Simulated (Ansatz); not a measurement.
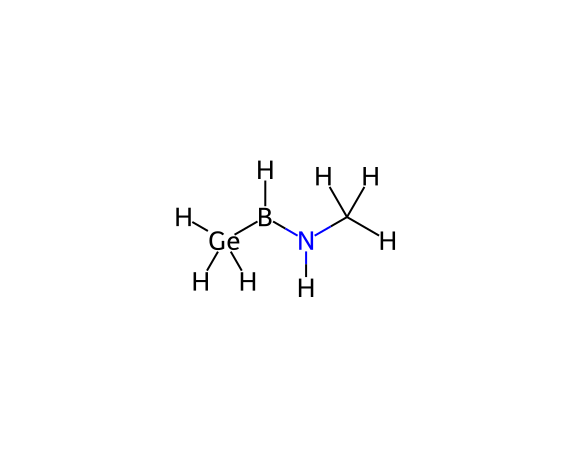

The drawing above gives the connectivity. The computed structure is the end point of a PBE-D4/def2-SVP optimisation. No frequency run is at hand to confirm it as a minimum.

What does the molecule look like in three dimensions?

Formula CH8BGeN. Its SMILES string is `CN[BH][GeH3]`. Among its groups: B–H bond. The point group is C1. Coordination: 1 C tetrahedral; 1 N trigonal planar; 1 B trigonal planar; 1 Ge tetrahedral.

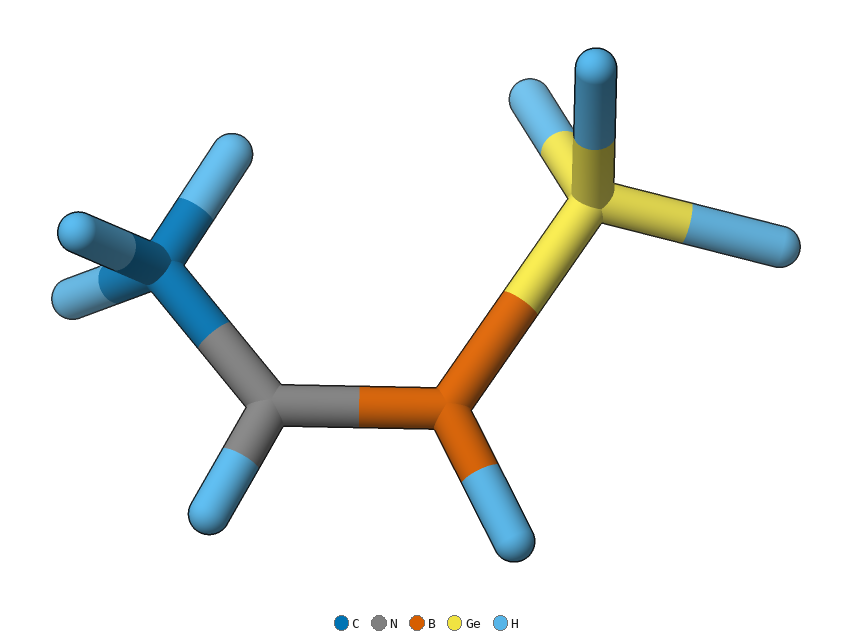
